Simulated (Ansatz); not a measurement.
The reference is InP in the zinc blende structure (space group F-43m, No. 216; a = 5.9070 Å). Axes: x, y, z lie along the cube axes.

Modification: tensile biaxial strain of 0.42 % in the plane normal to [111], as in epitaxy on a mismatched substrate; the out-of-plane cell vector and the atoms relax.

Method: Ansatz (a first-principles code) r2SCAN, no SOC.

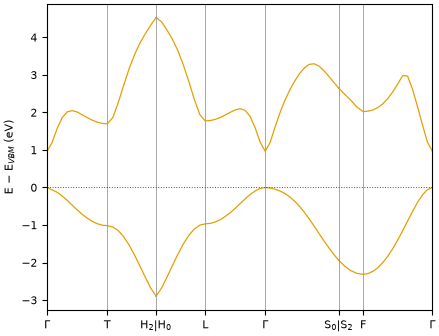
Figure: Highest valence and lowest conduction band along the path of the changed cell's own zone

The gap is 0.96 eV, direct at Γ; the base has 1.03 eV.

Whether these cells are dynamically stable was not tested. k-point labels follow each cell's own Brillouin zone.
